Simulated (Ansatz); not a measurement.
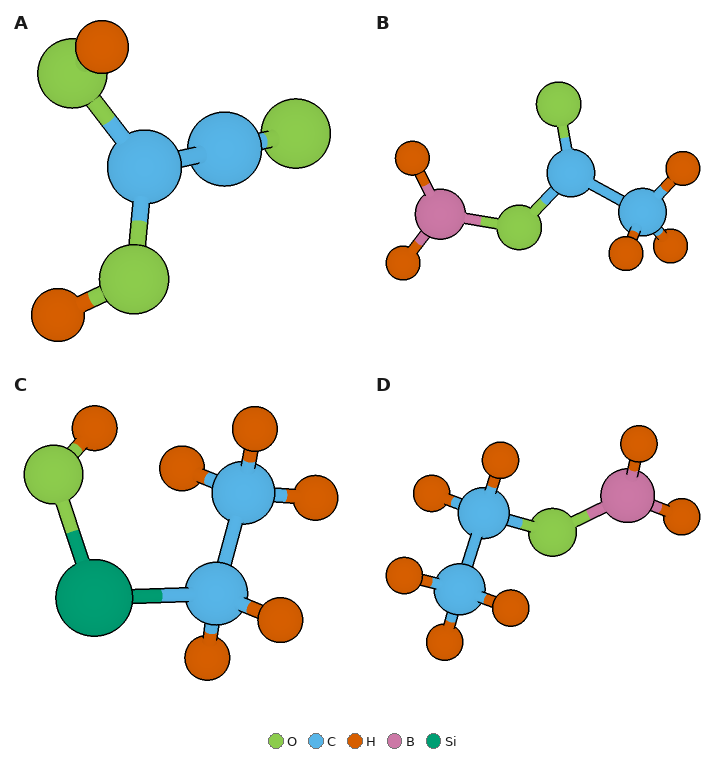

Figure made from data computed with Ansatz.

> Which panel belongs to which SMILES?
(1) BOCC
(2) CC[Si]O
(3) O=C=C(O)O
(4) BOC(C)=O

A is (3), B is (4), C is (2), D is (1).
